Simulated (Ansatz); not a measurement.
A series of calculations on GaNH5O2Br

### Relaxation

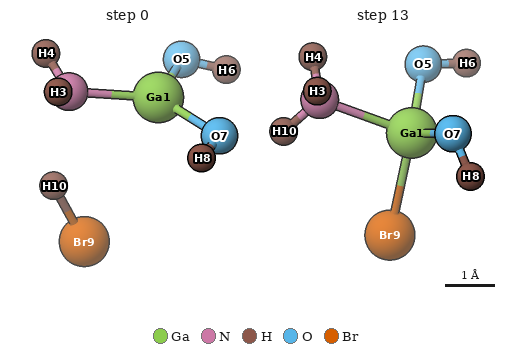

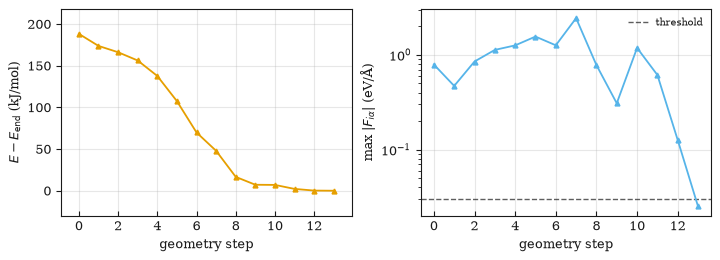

First and last geometry of a relaxation of GaNH$_{5}$O$_{2}$Br, with the history of the run. Style: ball-and-stick. Shown from a free direction.

The run prepares an end point of a later path (reaction) calculation, from a guessed geometry.

Level of theory: RKS PBE/def2-SVP in Ansatz 0.2.0. (no spin polarisation; force threshold 0.03 eV/Å; at most 50 steps)

**What do the curves and the structures tell?**

It converged. After 13 geometry steps the energy has fallen by 188.3 kJ/mol. The largest force component goes from 0.79 to 0.025 eV/Å. The largest move after the best rigid fit is that of an H atom, 1.38 Å. By element the largest moves are H 1.38 Å, Br 1.07 Å, Ga 0.79 Å, O 0.55 Å, N 0.27 Å. Some distances before and after: Br–H 1.515 → 3.300 Å, Br–Ga 3.619 → 2.354 Å, H–N 2.245 → 1.029 Å, Ga–N 1.905 → 2.093 Å. New bonds form, among them: Br–Ga (3.62 → 2.35 Å), H–N (2.25 → 1.03 Å). Bonds break, among them: Br–H (1.51 → 3.30 Å). Bond angles that change, for instance: N–Ga–O 115.9° → 91.1°, N–Ga–O 125.1° → 101.6°, Ga–N–H 113.3° → 106.5°.

```
step  E − E(0), kJ/mol  largest force component, eV/Å
   0              0.00                         0.7915
   1            -14.47                         0.4706
   2            -22.06                         0.8515
   3            -31.97                         1.1291
   4            -50.54                         1.2600
   5            -80.74                         1.5612
   6           -118.36                         1.2628
   7           -140.38                         2.4414
   8           -171.63                         0.7806
   9           -181.08                         0.3086
  10           -181.27                         1.1849
  11           -186.08                         0.6137
  12           -188.07                         0.1263
  13           -188.26                         0.0252
```

Limits of the set-up: the start holds two separate molecules, 2.2 Å apart at their closest, whose relative position is a soft coordinate and is computed without a dispersion correction.

### Relaxation

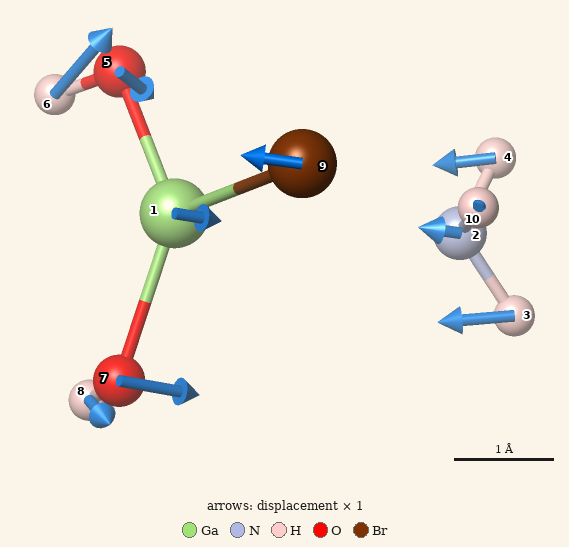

A relaxation of GaNH5O2Br. The starting structure is drawn; blue arrows show the displacements, at their true length. The two geometries are superimposed by the best rigid fit.

The picture is a ball-and-stick view, seen face on.

The run prepares an end point of a later path (reaction) calculation, from a guessed geometry.

The calculation used RKS PBE/def2-SVP in Ansatz 0.2.0.

The input:
```yaml
crystal:
  periodic: [false, false, false]
  atoms:
    - { symbol: Ga, position_ang: [-0.100275, 0.544756, -0.458729] }
    - { symbol: "N", position_ang: [-0.0775, 0.124746, 2.621586] }
    - { symbol: H, position_ang: [-0.845521, -0.169834, 3.235957] }
    - { symbol: H, position_ang: [0.804997, -0.134074, 3.078306] }
    - { symbol: O, position_ang: [1.55054, -0.055092, -0.844715] }
    - { symbol: H, position_ang: [1.526961, -0.903938, -1.32533] }
    - { symbol: O, position_ang: [-1.682756, -0.182126, -0.9124] }
    - { symbol: H, position_ang: [-1.619706, -1.152377, -0.995542] }
    - { symbol: Br, position_ang: [-0.174268, 2.794328, 0.348445] }
    - { symbol: H, position_ang: [-0.101772, 1.166812, 2.569221] }
basis:
  gaussian: { orbitals: def2-SVP }
hamiltonian:
  xc: pbe
relax:
  f_tol: 0.03
  max_steps: 50
```

Command:
```bash
ansatz run input.yaml --threads 4 --pin off --max-ram 5120MiB --backend cpu --events-out ev --progress --plain --runs-dir out
```

Question: What did the optimiser do to the structure, and how much energy did it gain?

Answer: The largest move after the best rigid fit is that of H6, 1.11 Å. Largest moves by element: H 1.11 Å, O 0.98 Å, Br 0.64 Å, Ga 0.57 Å, N 0.46 Å. Near-neighbour distances that change, for instance: Ga1–N2 3.109 → 2.089 Å, Ga1–Br9 2.391 → 2.356 Å, Ga1–O5 1.798 → 1.822 Å, N2–H10 1.044 → 1.029 Å. New bonds form, among them: Ga1–N2 (3.11 → 2.09 Å). Bond angles that change, for instance: O5–Ga1–O7 128.2° → 119.1°, O7–Ga1–Br9 116.0° → 118.9°. Groups turn about Ga1–O5 by about 145°, Ga1–O7 by about 110°. After 17 accepted moves (18 points after the start) the energy has fallen by 22.8 kcal/mol. Largest force component: 0.92 eV/Å at the start, 0.015 eV/Å at the end. The line search rejected the trial step at point 17 of the run. Cost: 34 s on 4 threads of Arm Neoverse V1, on a shared host, peak memory 0.21 GiB.

Limits of the set-up: the start holds two separate molecules, 2.8 Å apart at their closest, whose relative position is a soft coordinate and is computed without a dispersion correction.

### Path

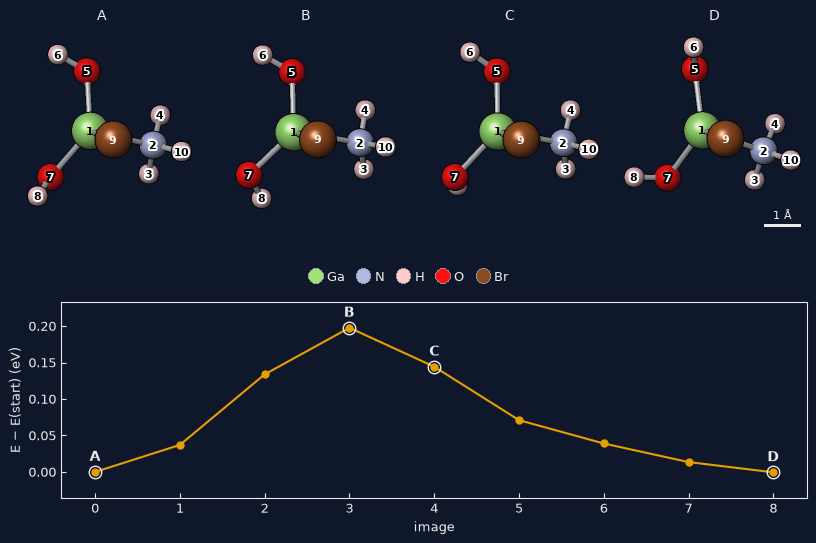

A nudged-elastic-band calculation for GaNH5O2Br. Images are numbered from 0 (start) to 8 (end). Frames A to D are images 0, 3, 4, 8. Style: ball-and-stick. Shown at a tilt.

Method: RKS PBE/def2-SVP (Ansatz). Settings: 7 movable images; climbing image; force threshold 0.03 eV/Å; iteration limit 60; starting path through a guess of the saddle point.

Question: Read off the barrier and say what moves.

Answer: No bond forms or breaks between the ends. Among the angles between lasting bonds that change up to the highest image: N2–Ga1–O7 101.6° → 112.3°, Ga1–N2–H3 110.7° → 119.7°. The two ends have nearly the same energy, and the highest point, image 3, lies 0.198 eV above the start. The band converged in 13 iterations. The largest component of the band force went from 67 to 0.027 eV/Å. The climbing image converged on the top of the path. Its vibrational analysis gives one imaginary mode (312i cm⁻¹), as a transition state must have.
